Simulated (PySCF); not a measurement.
H10Si4, SMILES `[SiH3][SiH2][SiH2][SiH3]`.

Method: PBE0/def2-TZVP; geometry: GFN2-xTB; program: PySCF. No frequency check shows the geometry to be a minimum.

Coordinates in Å:

```
Si1      2.3606    0.8880   -0.1836
Si2      1.0860   -0.9454    0.4183
Si3     -1.0844   -0.9450   -0.4183
Si4     -2.3619    0.8865    0.1839
H5       2.4905    0.9989   -1.6390
H6       1.7324    2.1319    0.2712
H7       3.7236    0.8939    0.3514
H8       1.7931   -2.1850    0.0559
H9       1.0173   -1.0263    1.8883
H10     -1.0159   -1.0248   -1.8884
H11     -1.7900   -2.1862   -0.0584
H12     -3.7379    0.8686   -0.3163
H13     -2.4569    1.0219    1.6402
H14     -1.7610    2.1292   -0.3091
```

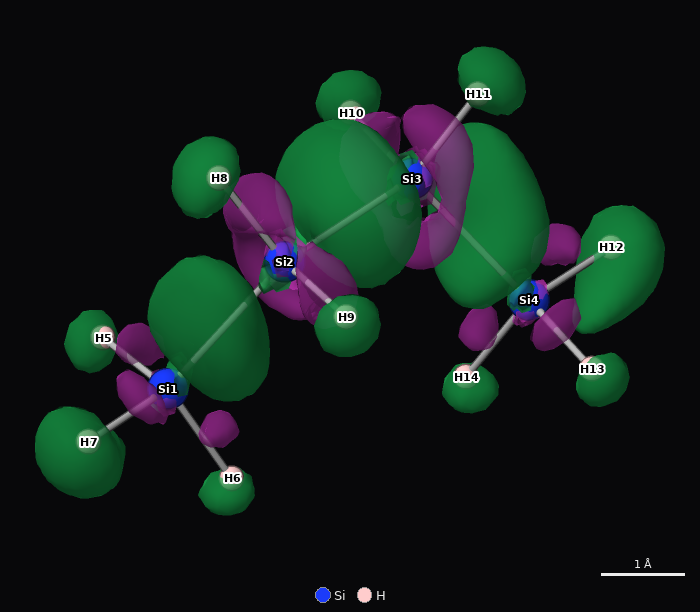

Fukui function f⁻ = ρ(N) − ρ(N−1) at fixed geometry, surfaces at ±0.02 e/Å³ (green positive, purple negative).

Which atoms respond most to the removal of an electron?

Answer. f⁻ (Hirshfeld-condensed) is largest on Si2 and Si3 (0.16 each) and Si1 and Si4 (0.11 each); the vertical ionisation energy is 9.87 eV (the stability of the cation's solution wasn't checked). Condensed values hint at sites of electrophilic attack but needn't mark the atom that reacts. Orbital relaxation makes it negative in places (0.22 e in all).

The PySCF run took 79 s on 1 thread of Intel(R) Xeon(R) Platinum 8259CL CPU @ 2.50GHz (Skylake/Cascade Lake), with other jobs on the host, peak memory 0.96 GiB.
